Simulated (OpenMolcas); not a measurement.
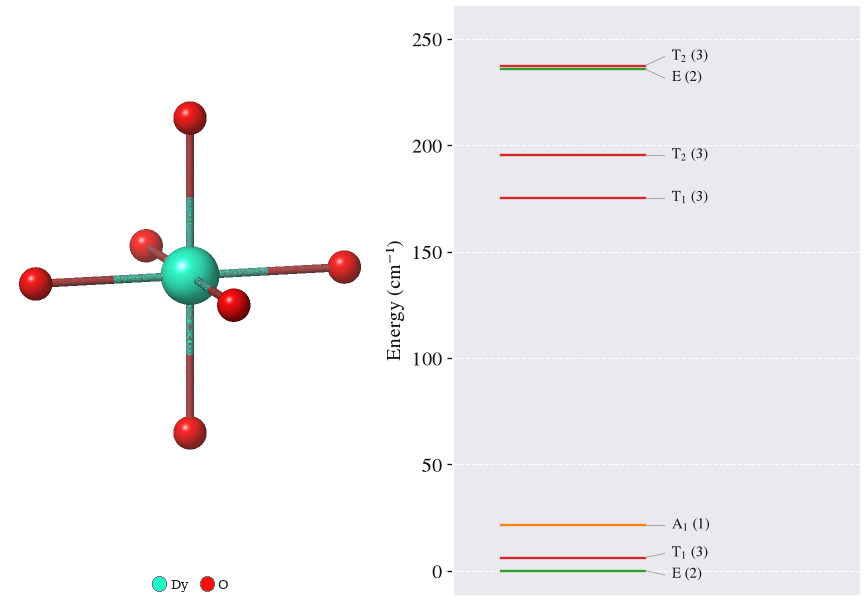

Dy²⁺ (4f¹⁰) as a dopant in SrO, a cluster with its 6 nearest O²⁻ at 2.550 Å (octahedron) embedded in model potentials and point charges; the geometry was set, not optimised, and its levels. Labels give the representation in O, Td, D4 or D3 as the site allows (double group for half-integer spin) where it could be assigned and, in brackets, the degeneracy; spin-free states, where drawn, share the zero of the spin-orbit levels. The calculation used state-averaged CASSCF, active space 10 electrons in the shell 4f, basis ANO-RCC-VDZP on all atoms, DKH2 scalar Hamiltonian, spin-orbit coupling by RASSI with atomic mean-field integrals (OpenMolcas).

### What does the figure show?

The ground level is E, doubly degenerate, 95 % from states of spin multiplicity 5. Its principal g values are all close to zero. The next level lies at 6.2 cm⁻¹ (T₁). The lowest J multiplet spreads over 237 cm⁻¹. The active orbitals hold 100 % metal character (Löwdin), and the Mulliken charge of the metal is +1.67.

Note: high states of lower spin left out of the spin-orbit mixing; the geometry is set by hand, with no relaxation and no charge compensation; spin-free states above about 42,000 cm⁻¹ are left out of the spin-orbit step.
